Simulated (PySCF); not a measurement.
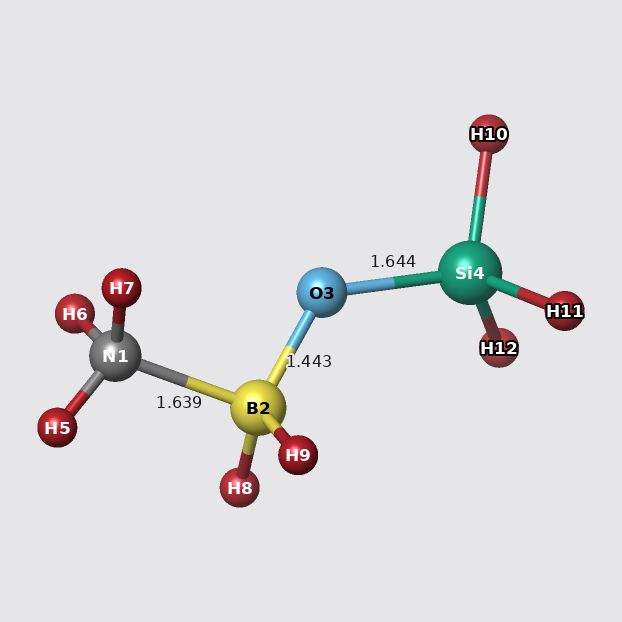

Bond lengths are marked in Å; every bond is drawn as one stick. The geometry was computed by an optimisation with PBE0-D3(BJ)/def2-SVP. No frequency run is at hand to confirm it as a minimum.

**Assign a bond order to each marked bond.**

N1–B2 single; B2–O3 single; O3–Si4 single. This is one Lewis structure.

**Write the SMILES.**

[NH3+][BH2-]O[SiH3]
